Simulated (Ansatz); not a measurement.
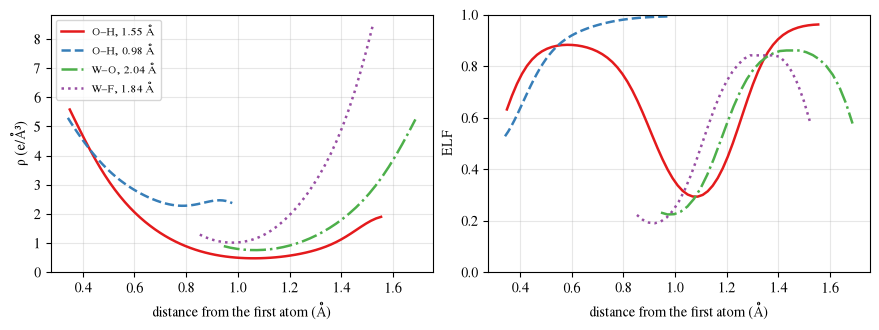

Figure 1: FH5OW···HF. Electron density and electron localisation function along straight lines between neighbouring atoms. The curves leave out the atomic cores.

Core potentials replace the inner electrons of W.

Method: Ansatz 0.2.0, RKS PBE/def2-SVP.

```xyz
10

W     0.2375    0.2229   -0.2712
F     0.1363    0.1932    2.1683
H     1.4341   -0.7499    0.4238
H    -0.7264    1.4074    0.4405
H    -1.3562   -0.1986    0.1068
H    -0.1750   -1.3963    0.0243
F     0.3748    0.4010   -2.1012
O     1.4778    1.5342    0.6894
H     2.3872    1.1774    0.7397
H     0.7618    0.9364    1.9323
```

Question: Compare the contacts.

Answer: O8···H10 (1.55 Å): the density falls to about 0.47 e/Å³ on the way; the ELF dips to about 0.30 between them (a closed-shell contact with the geometry of a hydrogen bond).
O–H (0.98 Å): the density is about 3.6 e/Å³ at the midpoint; the ELF climbs to about 1 towards the hydrogen, as it does in any bond to H: a covalent bond by its length.
W–O (2.04 Å): ρ at the midpoint is about 0.77 e/Å³; the ELF peaks at about 0.85 in the valence shell of O, 0.6 Å from its nucleus, and is about 0.25 at the midpoint.
W–F (1.84 Å): ρ at the midpoint is about 1.1 e/Å³; the ELF peaks at about 0.85 in the valence shell of F, 0.6 Å from its nucleus, and drops to about 0.20 between the two atoms.
